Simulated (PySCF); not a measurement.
**Geometry relaxation, with input and output: B₂SiH₄O₇**

The run: geometry relaxation of B₂SiH₄O₇, SMILES OB1OB(O)O[Si](O)(O)O1. Method and program: PBE0-D3(BJ)/def2-SVP geometry optimisation, gas phase (PySCF 2.14.0).

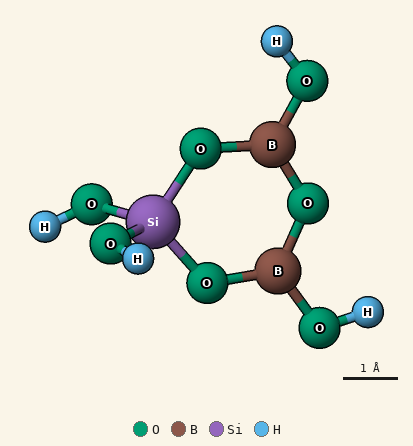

**Figure 1.** The structure as given in the input (ball-and-stick view, seen at a tilt). Bond lengths as drawn: B–O 1.34 to 1.38 Å, H–O 0.96 to 0.97 Å and O–Si 1.58 to 1.63 Å.

### Summary

```json
{"quantity": "outcome", "value": "converged"}
{"quantity": "total energy", "value": "−867.436204 hartree"}
{"quantity": "dipole moment", "value": "1.56 D"}
{"quantity": "point group", "value": "C1"}
{"quantity": "hardware", "value": "1 CPU thread, shared host"}
{"quantity": "wall time", "value": "3.5 min"}
{"quantity": "peak memory", "value": "0.8 GiB"}
```

### The input
```
{"job": {"xc": "PBE0", "basis": "def2-SVP", "d3": "d3bj", "grid": 2, "kind": "geom", "shake": 0.01}, "charge": 0, "multiplicity": 1}
O      2.892667    -0.453223    -0.641221
B      1.581690    -0.144915    -0.369814
O      0.698482    -1.155386    -0.148576
Si    -0.845496    -0.937420     0.131748
O     -1.340851    -1.733465     1.460913
O     -1.782915    -1.440889    -1.101235
O     -1.065790     0.670624     0.256393
B     -0.064260     1.582019    -0.015248
O     -0.345679     2.900850     0.054439
O      1.183587     1.171690    -0.288213
H      3.404304     0.345876    -0.783208
H     -0.867672    -1.604212     2.303121
H     -2.178031    -2.313991    -1.082319
H     -1.276512     3.097835     0.237625
```

The first line tells a small driver script what to run in PySCF; the rest is the geometry in Å.

Launch command:
```bash
OMP_NUM_THREADS=1 python <driver script> task.json out
```

### What the program printed
```
step   0  E = -867.42913802  max force = 0.053322
step   1  E = -867.43574260  max force = 0.011369
step   2  E = -867.43601923  max force = 0.003666
step   3  E = -867.43608719  max force = 0.002065
step   4  E = -867.43611854  max force = 0.000804
step   5  E = -867.43613713  max force = 0.000623
step   6  E = -867.43615478  max force = 0.001048
step   7  E = -867.43617529  max force = 0.001748
step   8  E = -867.43619236  max force = 0.001482
step   9  E = -867.43620088  max force = 0.000497
step  10  E = -867.43620382  max force = 0.000266
optimisation converged
```

### Trajectory as extended XYZ (Å, eV, eV/Å), 11 frames, from step=0 to step=10
```
14
Properties=species:S:1:pos:R:3:forces:R:3 step=0 energy=-23603.94912
O     2.8927   -0.4532   -0.6412   -1.0346   0.1038   0.1667
B     1.5817   -0.1449   -0.3698    1.2088  -0.0354  -0.1355
O     0.6985   -1.1554   -0.1486    2.5129  -0.4143  -0.4314
Si   -0.8455   -0.9374    0.1318   -2.7419  -0.5698   0.1589
O    -1.3409   -1.7335    1.4609    0.2269  -0.2076   1.1272
O    -1.7829   -1.4409   -1.1012   -0.0972  -0.0316  -0.2993
O    -1.0658    0.6706    0.2564    0.1311   1.0167  -0.0188
B    -0.0643    1.5820   -0.0152   -1.6972   0.2827   0.6328
O    -0.3457    2.9009    0.0544   -0.0255   0.4190  -0.1085
O     1.1836    1.1717   -0.2882    1.3179  -0.2545  -0.4303
H     3.4043    0.3459   -0.7832    0.1065   0.1525  -0.0163
H    -0.8677   -1.6042    2.3031   -0.3426  -0.1134  -0.6794
H    -2.1780   -2.3140   -1.0823    0.0366  -0.0509   0.0913
H    -1.2765    3.0978    0.2376    0.3982  -0.2973  -0.0573
14
Properties=species:S:1:pos:R:3:forces:R:3 step=1 energy=-23604.12884
O     2.7970   -0.4663   -0.6938    0.4661  -0.0419  -0.0972
B     1.5221   -0.1667   -0.4027   -0.5846   0.0457   0.0957
O     0.6356   -1.1921   -0.1752    0.2685  -0.0404  -0.0300
Si   -0.9798   -1.0024    0.0947    0.0036   0.1894   0.1020
O    -1.4484   -1.8198    1.4365   -0.1964   0.0167  -0.2864
O    -1.9001   -1.5113   -1.1512   -0.0377   0.0274  -0.0175
O    -1.1558    0.6464    0.2292   -0.3107  -0.1827   0.0596
B    -0.1682    1.5557   -0.0230    0.5139  -0.0010  -0.1578
O    -0.4006    2.8871    0.0202    0.0208  -0.0680   0.0084
O     1.1166    1.1484   -0.3301   -0.1518   0.0498   0.0513
H     3.3193    0.3307   -0.8371   -0.0365  -0.0493   0.0133
H    -0.9059   -1.7550    2.2208    0.1772   0.0058   0.2081
H    -2.2701   -2.3956   -1.0900   -0.0004  -0.0183   0.0176
H    -1.3226    3.0613    0.2231   -0.1320   0.0668   0.0328
14
Properties=species:S:1:pos:R:3:forces:R:3 step=2 energy=-23604.13637
O     2.8091   -0.4689   -0.6911    0.0372  -0.0014  -0.0154
B     1.5233   -0.1675   -0.4076   -0.1243  -0.0528   0.0534
O     0.6410   -1.1934   -0.1780    0.1614   0.0007  -0.0286
Si   -0.9763   -0.9952    0.0935   -0.0535   0.1006   0.0353
O    -1.4503   -1.8143    1.4305   -0.0050   0.0021   0.0271
O    -1.9038   -1.5013   -1.1487   -0.0210  -0.0035  -0.0416
O    -1.1594    0.6499    0.2276   -0.0898  -0.1885   0.0097
B    -0.1621    1.5528   -0.0306    0.1295   0.0990  -0.0084
O    -0.4165    2.8801    0.0247    0.0608   0.0298  -0.0222
O     1.1201    1.1482   -0.3356   -0.1314   0.0514   0.0081
H     3.3310    0.3277   -0.8302   -0.0086   0.0075   0.0017
H    -0.8999   -1.7585    2.2165    0.0064  -0.0182  -0.0243
H    -2.2749   -2.3852   -1.0823    0.0075  -0.0051   0.0099
H    -1.3418    3.0463    0.2326    0.0307  -0.0215  -0.0047
14
Properties=species:S:1:pos:R:3:forces:R:3 step=3 energy=-23604.13822
O     2.8080   -0.4603   -0.6896   -0.1024   0.0023   0.0228
B     1.5169   -0.1674   -0.4043    0.0918  -0.0244  -0.0158
O     0.6432   -1.1976   -0.1765    0.0473  -0.0081   0.0028
Si   -0.9761   -0.9974    0.0947   -0.0638   0.0404  -0.0065
O    -1.4498   -1.8235    1.4271    0.0462   0.0055   0.1062
O    -1.9041   -1.5026   -1.1487   -0.0044  -0.0025  -0.0307
O    -1.1658    0.6451    0.2315    0.0261   0.0443  -0.0029
B    -0.1677    1.5540   -0.0281    0.0362   0.0003  -0.0080
O    -0.4050    2.8847    0.0197   -0.0810  -0.0286   0.0211
O     1.1095    1.1472   -0.3347   -0.0015  -0.0259  -0.0067
H     3.3221    0.3410   -0.8276    0.0032   0.0237  -0.0023
H    -0.8922   -1.7784    2.2104   -0.0381  -0.0229  -0.0790
H    -2.2715   -2.3881   -1.0808    0.0088  -0.0013   0.0047
H    -1.3280    3.0637    0.2283    0.0315  -0.0029  -0.0058
14
Properties=species:S:1:pos:R:3:forces:R:3 step=4 energy=-23604.13907
O     2.8070   -0.4590   -0.6886   -0.0307  -0.0037   0.0105
B     1.5172   -0.1682   -0.4029    0.0414  -0.0147  -0.0195
O     0.6432   -1.1976   -0.1748    0.0208  -0.0086   0.0110
Si   -0.9772   -0.9949    0.0953   -0.0373   0.0123  -0.0039
O    -1.4492   -1.8234    1.4275   -0.0017   0.0138   0.0235
O    -1.9036   -1.4993   -1.1502   -0.0001   0.0062  -0.0103
O    -1.1650    0.6473    0.2331    0.0163  -0.0009  -0.0001
B    -0.1656    1.5543   -0.0279   -0.0031   0.0088  -0.0063
O    -0.4086    2.8836    0.0201   -0.0121  -0.0050   0.0070
O     1.1102    1.1465   -0.3358   -0.0102   0.0080   0.0034
H     3.3181    0.3446   -0.8275    0.0026   0.0071  -0.0011
H    -0.8869   -1.7863    2.2060    0.0062  -0.0179  -0.0168
H    -2.2687   -2.3857   -1.0824    0.0059  -0.0047   0.0017
H    -1.3315    3.0585    0.2295    0.0022  -0.0006   0.0009
14
Properties=species:S:1:pos:R:3:forces:R:3 step=5 energy=-23604.13958
O     2.8056   -0.4569   -0.6853    0.0184   0.0098  -0.0069
B     1.5159   -0.1671   -0.4031    0.0031   0.0011   0.0036
O     0.6433   -1.1968   -0.1730   -0.0220  -0.0005   0.0120
Si   -0.9786   -0.9925    0.0957    0.0065  -0.0167  -0.0030
O    -1.4473   -1.8253    1.4269   -0.0304   0.0215  -0.0224
O    -1.9033   -1.4955   -1.1522   -0.0018   0.0087   0.0078
O    -1.1654    0.6490    0.2356    0.0059  -0.0115  -0.0041
B    -0.1668    1.5562   -0.0284   -0.0321  -0.0015   0.0125
O    -0.4132    2.8845    0.0220    0.0216   0.0075  -0.0052
O     1.1077    1.1481   -0.3384    0.0079   0.0055  -0.0076
H     3.3150    0.3480   -0.8248    0.0029  -0.0065  -0.0007
H    -0.8746   -1.8034    2.1976    0.0283  -0.0140   0.0131
H    -2.2632   -2.3842   -1.0853    0.0037  -0.0039  -0.0034
H    -1.3358    3.0564    0.2338   -0.0120   0.0005   0.0043
14
Properties=species:S:1:pos:R:3:forces:R:3 step=6 energy=-23604.14005
O     2.8053   -0.4501   -0.6828    0.0348  -0.0032  -0.0081
B     1.5149   -0.1651   -0.4008   -0.0286   0.0329  -0.0012
O     0.6435   -1.1954   -0.1689   -0.0362   0.0061   0.0141
Si   -0.9803   -0.9905    0.0971    0.0539  -0.0418  -0.0085
O    -1.4464   -1.8295    1.4255   -0.0400   0.0235  -0.0342
O    -1.9031   -1.4893   -1.1543   -0.0041   0.0062   0.0206
O    -1.1668    0.6498    0.2409   -0.0037  -0.0025  -0.0022
B    -0.1696    1.5579   -0.0263   -0.0496  -0.0133   0.0108
O    -0.4190    2.8855    0.0242    0.0339   0.0146  -0.0066
O     1.1035    1.1499   -0.3402    0.0228   0.0031  -0.0024
H     3.3115    0.3566   -0.8241   -0.0038  -0.0139   0.0015
H    -0.8574   -1.8330    2.1839    0.0324  -0.0110   0.0205
H    -2.2553   -2.3816   -1.0914    0.0021  -0.0008  -0.0091
H    -1.3414    3.0552    0.2386   -0.0140   0.0001   0.0048
14
Properties=species:S:1:pos:R:3:forces:R:3 step=7 energy=-23604.14061
O     2.8027   -0.4419   -0.6787    0.0482   0.0131  -0.0138
B     1.5120   -0.1578   -0.3986   -0.0456   0.0377   0.0057
O     0.6449   -1.1909   -0.1633   -0.0733   0.0112   0.0156
Si   -0.9809   -0.9885    0.0989    0.0899  -0.0567  -0.0152
O    -1.4430   -1.8365    1.4229   -0.0362   0.0188  -0.0252
O    -1.9019   -1.4806   -1.1567   -0.0072   0.0010   0.0253
O    -1.1699    0.6499    0.2490   -0.0139   0.0199  -0.0033
B    -0.1767    1.5615   -0.0226   -0.0527  -0.0256   0.0145
O    -0.4299    2.8883    0.0297    0.0306   0.0131  -0.0072
O     1.0958    1.1566   -0.3422    0.0443  -0.0201  -0.0047
H     3.3082    0.3647   -0.8226    0.0005  -0.0106   0.0006
H    -0.8291   -1.8806    2.1603    0.0252  -0.0063   0.0168
H    -2.2411   -2.3786   -1.1033    0.0008   0.0041  -0.0134
H    -1.3518    3.0549    0.2485   -0.0108   0.0004   0.0042
14
Properties=species:S:1:pos:R:3:forces:R:3 step=8 energy=-23604.14108
O     2.8023   -0.4294   -0.6771    0.0215  -0.0118  -0.0098
B     1.5099   -0.1509   -0.3969   -0.0319   0.0435   0.0114
O     0.6459   -1.1866   -0.1584   -0.0407   0.0034   0.0020
Si   -0.9806   -0.9890    0.1006    0.0762  -0.0421  -0.0159
O    -1.4403   -1.8432    1.4213   -0.0136   0.0061  -0.0036
O    -1.9014   -1.4737   -1.1582   -0.0046  -0.0028   0.0179
O    -1.1739    0.6481    0.2559   -0.0201   0.0313  -0.0045
B    -0.1845    1.5627   -0.0179   -0.0190  -0.0224   0.0127
O    -0.4385    2.8893    0.0367    0.0085   0.0061  -0.0038
O     1.0888    1.1616   -0.3419    0.0241  -0.0144  -0.0027
H     3.3055    0.3783   -0.8223   -0.0056  -0.0029   0.0014
H    -0.8049   -1.9245    2.1377    0.0074  -0.0002   0.0044
H    -2.2288   -2.3769   -1.1172    0.0003   0.0053  -0.0118
H    -1.3601    3.0547    0.2591   -0.0024   0.0008   0.0022
14
Properties=species:S:1:pos:R:3:forces:R:3 step=9 energy=-23604.14131
O     2.8008   -0.4238   -0.6792    0.0000  -0.0009   0.0004
B     1.5089   -0.1449   -0.3947   -0.0055   0.0105  -0.0075
O     0.6475   -1.1836   -0.1570   -0.0156  -0.0012   0.0020
Si   -0.9784   -0.9909    0.1004    0.0255  -0.0120  -0.0077
O    -1.4375   -1.8469    1.4201    0.0060  -0.0046   0.0111
O    -1.8991   -1.4717   -1.1596   -0.0019  -0.0018   0.0067
O    -1.1772    0.6462    0.2584   -0.0103   0.0201  -0.0030
B    -0.1897    1.5629   -0.0124    0.0010  -0.0067  -0.0031
O    -0.4446    2.8894    0.0431   -0.0056  -0.0014   0.0037
O     1.0855    1.1658   -0.3375    0.0081  -0.0115   0.0087
H     3.3040    0.3837   -0.8247   -0.0003   0.0052  -0.0001
H    -0.7935   -1.9430    2.1275   -0.0065   0.0027  -0.0054
H    -2.2207   -2.3771   -1.1284    0.0011   0.0022  -0.0061
H    -1.3664    3.0542    0.2654    0.0040  -0.0005   0.0004
14
Properties=species:S:1:pos:R:3:forces:R:3 step=10 energy=-23604.14139
O     2.8008   -0.4203   -0.6813   -0.0085  -0.0031   0.0000
B     1.5087   -0.1432   -0.3953    0.0086  -0.0025   0.0013
O     0.6480   -1.1830   -0.1589    0.0093  -0.0040  -0.0048
Si   -0.9771   -0.9928    0.0988   -0.0098   0.0060   0.0005
O    -1.4358   -1.8479    1.4192    0.0092  -0.0057   0.0064
O    -1.8980   -1.4736   -1.1610   -0.0014   0.0001   0.0010
O    -1.1792    0.6446    0.2567   -0.0028   0.0028  -0.0061
B    -0.1917    1.5619   -0.0102    0.0137   0.0036   0.0012
O    -0.4461    2.8885    0.0484   -0.0079  -0.0033   0.0022
O     1.0850    1.1666   -0.3334   -0.0085   0.0005   0.0038
H     3.3031    0.3881   -0.8246   -0.0003   0.0046  -0.0003
H    -0.7920   -1.9421    2.1269   -0.0060   0.0017  -0.0038
H    -2.2180   -2.3796   -1.1335    0.0022  -0.0005  -0.0020
H    -1.3681    3.0532    0.2698    0.0022  -0.0003   0.0006
```

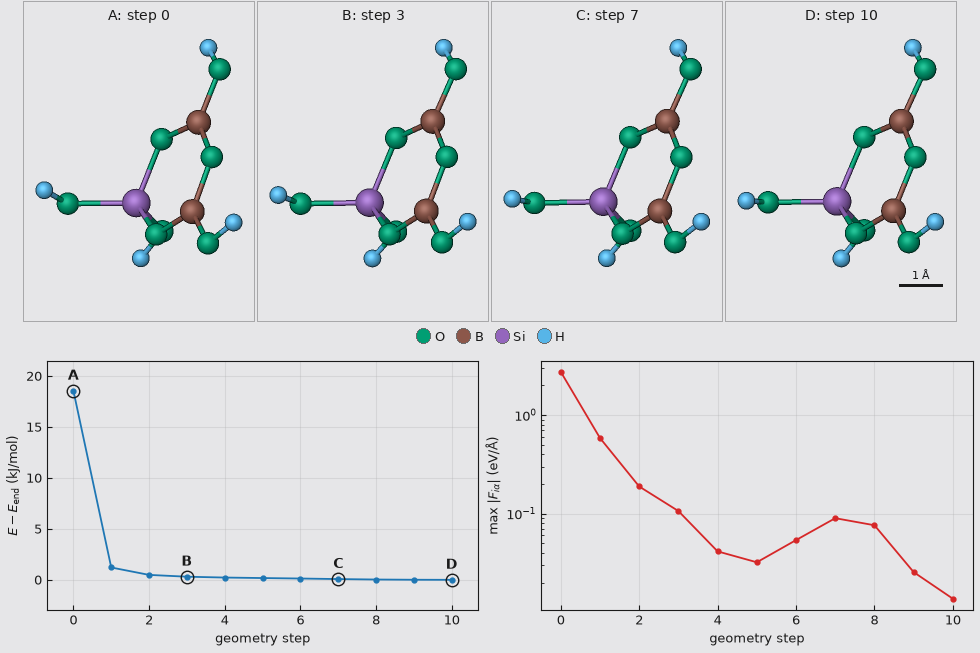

**Figure 2.** Frames of the relaxation (ball-and-stick view, seen at a tilt) above the curves, on which the letters mark them (steps are counted from 0).

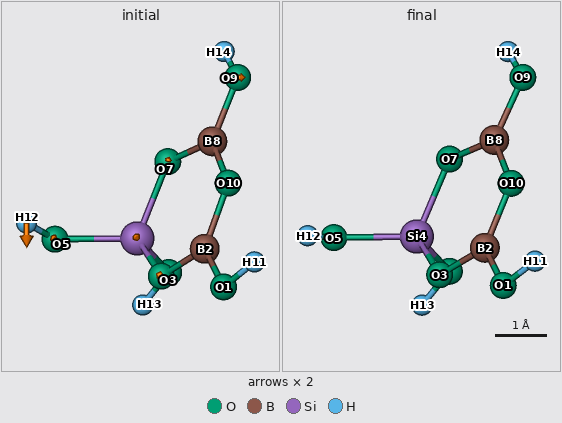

**Figure 3.** Before (left) and after (right) the relaxation, at one scale (ball-and-stick view, seen at a tilt). The orange arrows give the displacements, magnified 2 times. Over 10 geometry steps the energy falls by 18.6 kJ/mol. Largest force component: 2.7 eV/Å at the start, 0.014 eV/Å at the end. The largest move after the best rigid fit is that of H12, 0.25 Å. Largest moves by element: H 0.25 Å, O 0.08 Å, Si 0.07 Å, B 0.04 Å. Distances before and after: O3–Si4 1.584 → 1.656 Å, B8–O10 1.342 → 1.375 Å, Si4–O7 1.628 → 1.657 Å, O1–B2 1.374 → 1.352 Å. Among the angles that change: Si4–O6–H13 120.3° → 116.3°, B8–O9–H14 114.1° → 111.0°, Si4–O5–H12 119.6° → 117.2°. (Atoms are counted from 1 in the order of the input.)
